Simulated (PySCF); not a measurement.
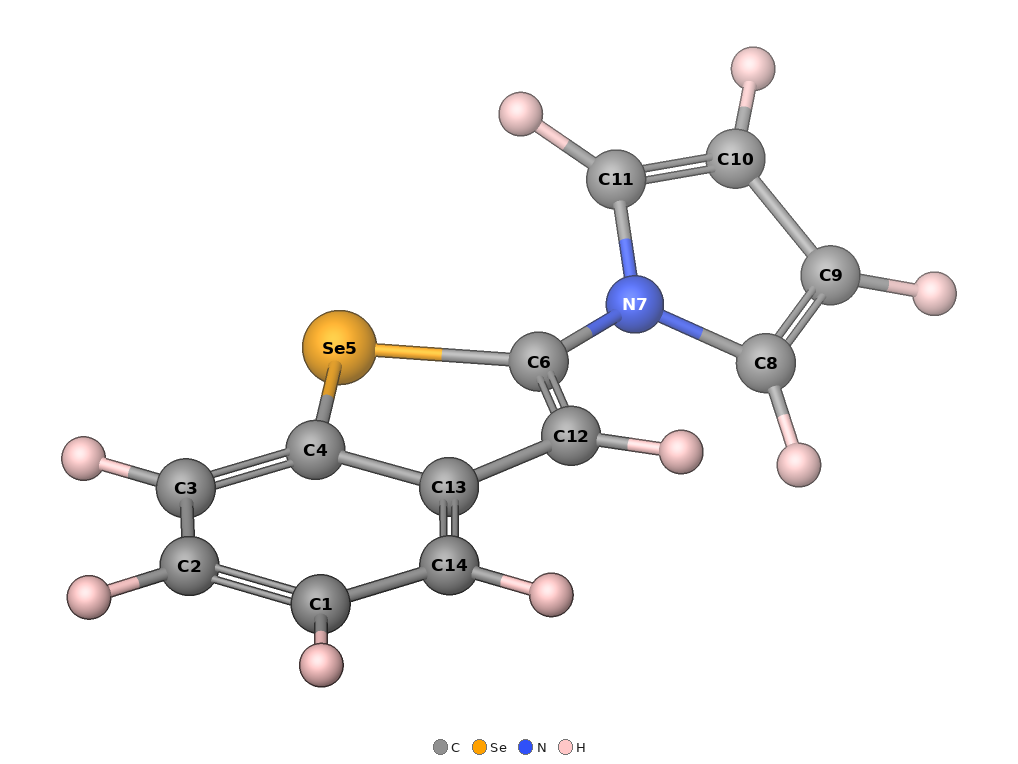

Depth is shown by fading: the farther an atom, the more it takes the colour of the background. The computed structure is the end point of a PBE0-D3(BJ)/def2-SVP optimisation. No frequency run is at hand to confirm it as a minimum.

> How is the 6-membered ring C1–C2–C3–C4–C13–C14 puckered?

It is planar. The Cremer–Pople amplitude Q is 0.00 Å.

> Give the torsion angles round the ring, beginning with the bond from its second to its third atom.

0°, 0°, 0°, 0°, 0°, 0°.
